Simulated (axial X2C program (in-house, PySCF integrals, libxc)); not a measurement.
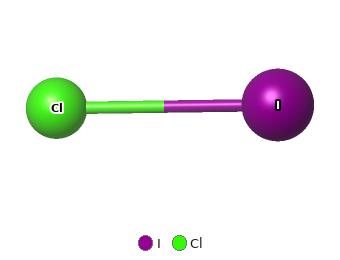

*The molecule at the reference distance of 2.338 Å.*

## Run report: ICl, relativistic diatomic calculation

ICl, single determinant with Ω = 0. Computed at this level: PBE0, two-component X2C with atomic mean-field Coulomb and Gaunt terms, I dyall-cv3z, Cl dyall-av3z (cores contracted) (axial X2C program (in-house, PySCF integrals, libxc)).

## The input
```
{"zs": [53, 17], "q": 0, "bas": ["dyall-cv3z", "dyall-av3z"], "levels": ["PBE0", "HF", "PBE50"], "cc": true, "r0": 2.32, "thr": -2.0, "nmax": 90, "npts": 10, "nst": 2, "ntry": 6}
```

The line is the task of a batch: nuclear charges, charge, bases, the levels to run, a first guess of the distance and further settings. This report covers PBE0 with spin-orbit coupling. The log is that of the reference distance 2.338 Å.

The run was one of a batch that the task file lists, launched with:
```bash
python <driver script> task.json out
```

## The program's output
```
two-component X2C + atomic mean field  PBE0
basis functions 186  fitting functions 937  grid points 5080
iter        total energy     max residual
   1      -7573.629621903     1.98e+00
   2      -7573.796044620     9.84e-03
   3      -7573.796047668     3.35e-03
   4      -7573.796162502     7.74e-04
   5      -7573.796164167     4.76e-04
   6      -7573.796164376     8.65e-05
   7      -7573.796164434     5.58e-05
   8      -7573.796164441     1.54e-05
converged
one-electron -10788.25925005  Coulomb 3225.98166239  exact exchange -51.96589002  xc functional -159.07965591  nuclear repulsion 203.93013988  atomic mean-field constant -4.40317073
```

## The points of the curve

| R (Å) | E (hartree) | dipole (D; origin at the first atom, positive when the second is positive) | highest filled (eV) | lowest empty (eV) |
| --- | --- | --- | --- | --- |
| 2.034 | −7573.757767 | −0.43 | −7.02 | −1.66 |
| 2.128 | −7573.780826 | −0.72 | −7.21 | −2.27 |
| 2.198 | −7573.790361 | −0.92 | −7.34 | −2.72 |
| 2.268 | −7573.795068 | −1.12 | −7.47 | −3.15 |
| 2.338 | −7573.796164 | −1.30 | −7.59 | −3.55 |
| 2.420 | −7573.794137 | −1.51 | −7.71 | −3.98 |
| 2.502 | −7573.789638 | −1.71 | −7.83 | −4.37 |
| 2.607 | −7573.781562 | −1.96 | −7.96 | −4.81 |
| 2.736 | −7573.769879 | −2.26 | −8.10 | −5.27 |
| 2.922 | −7573.752058 | −2.66 | −8.28 | −5.81 |

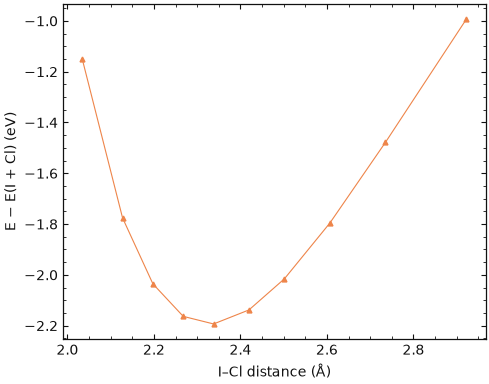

*Energy at 10 bond lengths, for one set of occupations held fixed; the line joins the points.*

A polynomial of degree 6 through 9 points gives rₑ = 2.328 Å, ωₑ = 388.8 cm⁻¹, ωₑxₑ = 1.3 cm⁻¹ and Bₑ = 0.1134 cm⁻¹. The minimum lies 2.19 eV below I + Cl, each computed as one determinant at the same level.

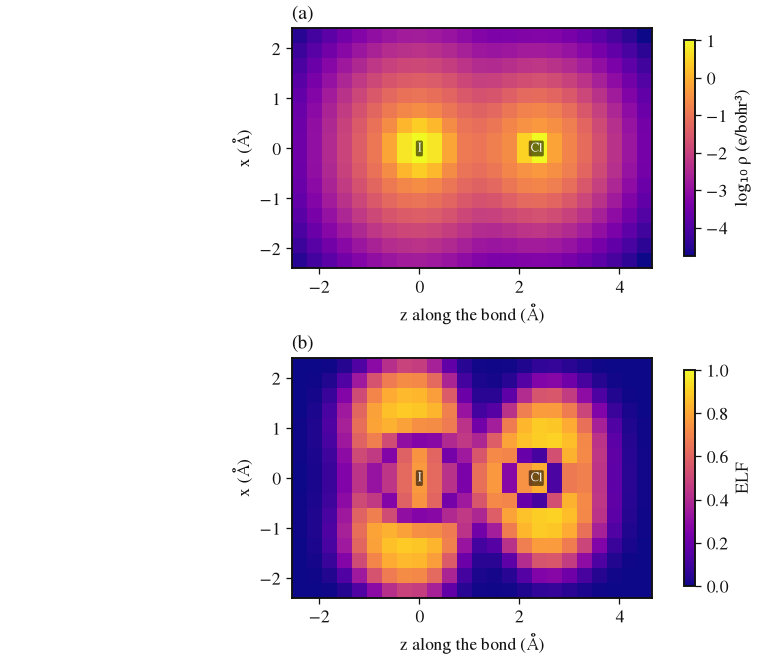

*(a) electron density on a logarithmic scale; (b) electron localisation function, in a plane that holds the axis, at 2.34 Å, on points 0.3 Å apart (one half computed, the other mirrored); the structure near the nuclei is finer than these points.*

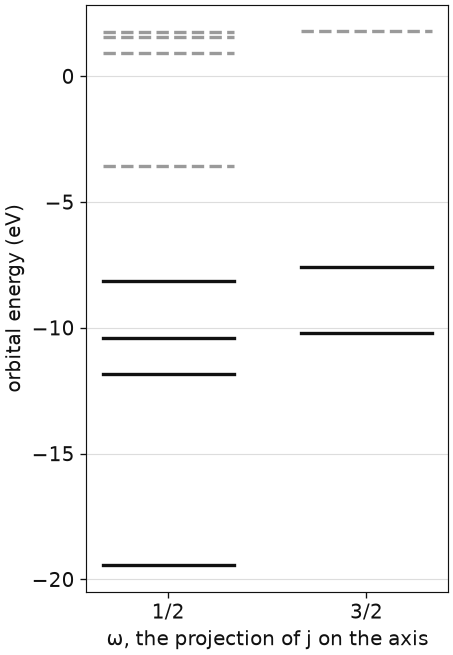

*Orbital energies near the frontier at 2.34 Å, filled (solid) and empty (dashed); the Kramers partners at −ω are degenerate and not drawn.*

The highest filled spinor (3/2; 73 % I p, 21 % Cl p) lies at −7.59 eV, the lowest empty one (1/2; 47 % I p, 27 % Cl p) at −3.55 eV.

## Key numbers

- outcome: converged
- bond length rₑ: 2.328 Å
- ωₑ: 388.8 cm⁻¹
- energy at the minimum: −7573.79619 hartree
- depth below the fragments: 2.19 eV
- hardware: 1 thread of Arm Neoverse V1, 24 GiB of memory available, shared host
- wall time: 6.9 s
- peak memory: 0.9 GiB
